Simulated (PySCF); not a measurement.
## A study: C2H10BSi, charge −1, SMILES `C[BH2-]C[SiH3]`

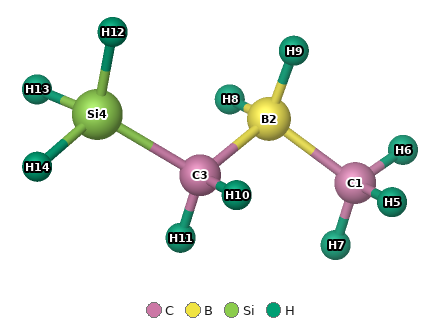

The molecule, with its atoms numbered as below. No frequency check shows the geometry to be a minimum.

Coordinates in Å:

```
C1       2.6156   -0.1115    0.0004
B2       1.1416    0.6263   -0.0003
C3      -0.0400   -0.5598   -0.0000
Si4     -1.7983    0.0605    0.0002
H5       2.7613   -0.7475    0.8783
H6       3.4356    0.6137   -0.0011
H7       2.7606   -0.7502   -0.8780
H8       1.0216    1.3223   -1.0001
H9       1.0224    1.3254    0.9953
H10      0.1025   -1.2078    0.8757
H11      0.1018   -1.2105   -0.8719
H12     -2.1802    0.8663    1.1768
H13     -2.1811    0.8626   -1.1776
H14     -2.8303   -1.0248   -0.0011
```

Part 1: Bonding charge

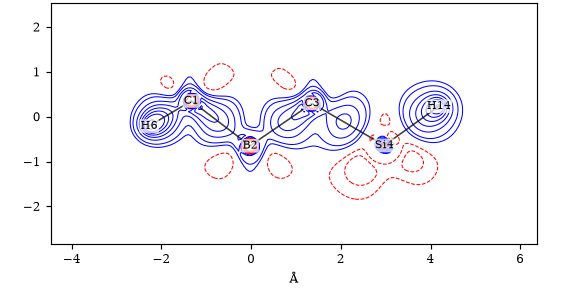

Deformation density (molecule less spherical, spin-averaged free atoms) in the plane of C1, B2, C3, Si4, H6 and H14; contours at ±0.05 to ±0.8 e/Å³; solid blue lines: gain, dashed red lines: loss.

PySCF calculation, PBE0/6-31+G*, gas phase; geometry: GFN2-xTB.

How much density has each bond in this plane gained at its critical point, relative to the free atoms?

Answer. C1–H6: +0.57 e/Å³ at the bond critical point (bond length 1.09 Å). C1–B2: +0.22 e/Å³ at the bond critical point (bond length 1.65 Å). C3–Si4: +0.19 e/Å³ at the bond critical point (bond length 1.86 Å). B2–C3: +0.15 e/Å³ at the bond critical point (bond length 1.67 Å). Si4–H14: +0.15 e/Å³ at the bond critical point (bond length 1.50 Å). In all, 3.0 electrons gather in the regions of gain relative to the promolecule of neutral atoms (this includes the anion's extra charge).

Where do the Hirshfeld charges lie?

Answer. The highest Hirshfeld charge is on Si4 (+0.22 e), the lowest on C3 (−0.24 e).

Part 2: Bond critical points

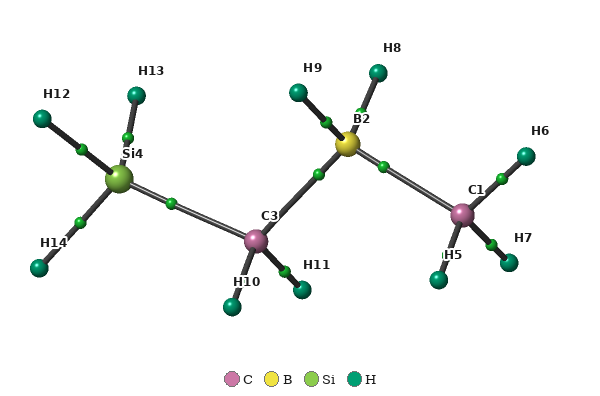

Molecular graph of the electron density (QTAIM): bond paths, bond critical points (green), ring points (magenta, if any); weak paths are dashed.

How many critical points of each kind are there, and does the count close?

Answer. 14 nuclei, 13 bond, 0 ring and 0 cage critical points: 14 − 13 + 0 − 0 = 1, as the Poincaré–Hopf relation requires.

Give the properties at the bond critical points.

Answer.
| bond | length (Å) | ρ (a.u.) | ∇²ρ (a.u.) | ε | H (a.u.) |
| --- | --- | --- | --- | --- | --- |
| C1–H5 | 1.094 | 0.262 | −0.82 | 0.02 | −0.253 |
| C1–H6 | 1.095 | 0.262 | −0.82 | 0.02 | −0.252 |
| C1–H7 | 1.096 | 0.261 | −0.81 | 0.02 | −0.251 |
| C3–H11 (2 alike) | 1.097 | 0.259 | −0.80 | 0.02 | −0.248 |
| B2–H9 (2 alike) | 1.222 | 0.154 | −0.15 | 0.04 | −0.156 |
| C1–B2 | 1.648 | 0.145 | +0.04 | 0.05 | −0.130 |
| B2–C3 | 1.674 | 0.133 | +0.09 | 0.02 | −0.114 |
| C3–Si4 | 1.864 | 0.121 | +0.25 | 0.04 | −0.072 |
| Si4–H13 (2 alike) | 1.476 | 0.115 | +0.18 | 0.02 | −0.074 |
| Si4–H14 | 1.498 | 0.110 | +0.17 | 0.01 | −0.070 |

What kind of interaction is C1–H5?

Answer. Shared-shell (covalent): ρ = 0.262, ∇²ρ = −0.82, H = −0.253 a.u.

Part 3: Local ionisation energy

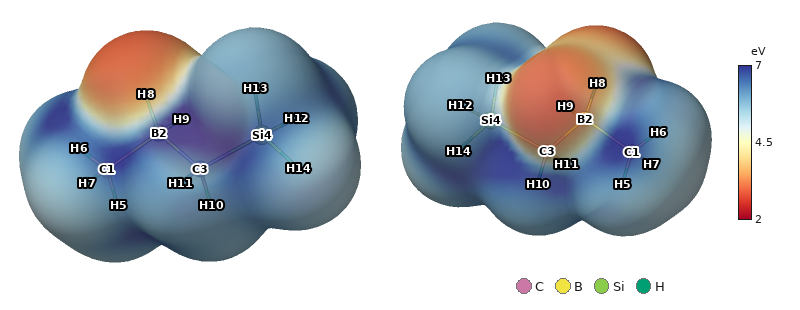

Average local ionisation energy on the surface of electron density 0.001 a.u. (back view left, front view right).

Where are the most loosely bound electrons on this surface?

Answer. The lowest value is 3.0 eV, 1.6 Å from H8, and at like points elsewhere. Further minima include 5.1 eV, 1.7 Å from H6; 5.2 eV, 1.6 Å from H14; 5.6 eV, 1.6 Å from H10. For comparison, the highest occupied orbital lies at −2.3 eV.

What volume does the surface enclose?

Answer. About 151 Å³.
